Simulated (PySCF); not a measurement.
C6H8F (SMILES FC[C@H]1C=C[CH+]C1) (charge +1)

Input file:

```
{"job": {"kind": "nmr", "xc": "PBE0", "basis": "pcSseg-1", "pop": false}, "charge": 1, "multiplicity": 1}
F     -1.950600     0.249400     1.308100
C     -2.136000     0.118600    -0.030200
C     -0.721500     0.005600    -0.702100
C      0.059400     1.224800    -0.557900
C      1.213700     1.014300     0.115100
C      1.331000    -0.355400     0.442100
C      0.173000    -1.054500    -0.118800
H     -2.633700    -0.762000    -0.241600
H     -2.723300     1.002400    -0.362600
H     -0.990400    -0.264200    -1.780200
H     -0.337000     2.138400    -0.880900
H      1.983600     1.744500     0.420300
H      2.173000    -0.812900     0.921100
H      0.544500    -1.747700    -0.921500
H     -0.261200    -1.582800     0.684100
```

Command:

```sh
OMP_NUM_THREADS=1 python probes_run.py task.json out
```

Geometry: GFN2-xTB, MD frame at 250 fs, 300 K.

Level of theory: PySCF 2.14.0, PBE0/pcSseg-1, SCF density, gas phase, non-relativistic.

Question: What can the converged electron density and electron localisation function tell about the bonding?

Answer: C–C (1.35 Å): the density is about 2.3 e/Å³ at the midpoint; the ELF peaks at about 0.95 between the atoms; a covalent bond.
C–H (1.05 Å): ρ is about 2.3 e/Å³ halfway; the ELF climbs to about 1 towards the hydrogen, as it does in any bond to H (a covalent bond by its length).
C–C (1.41 Å): ρ at the midpoint is about 2 e/Å³; the ELF peaks at about 0.95 between the atoms: localised, covalent bonding.
C–C (1.46 Å): ρ is about 1.9 e/Å³ halfway; the ELF peaks at about 0.95 between the atoms (localised, covalent bonding).

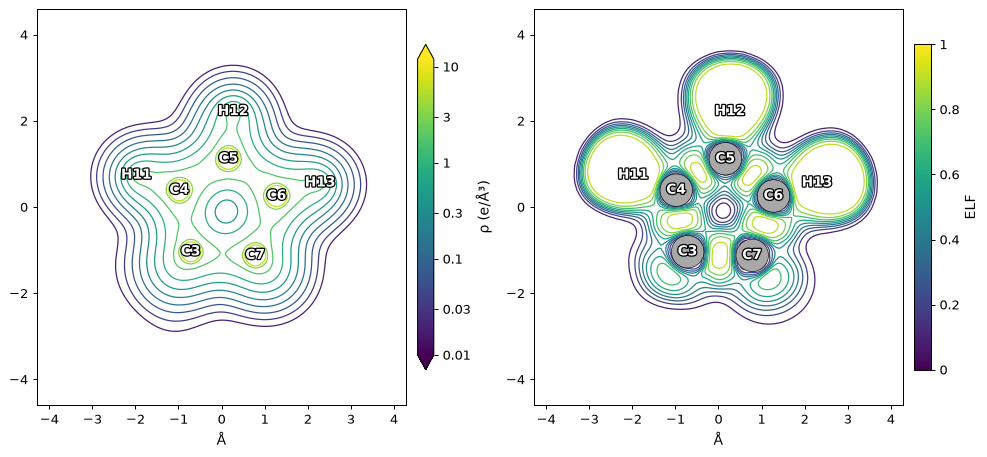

Computed electron density and electron localisation function on the plane of atoms C6, C5 and H12, in this order. Grey discs cover the atomic cores in the ELF map. 
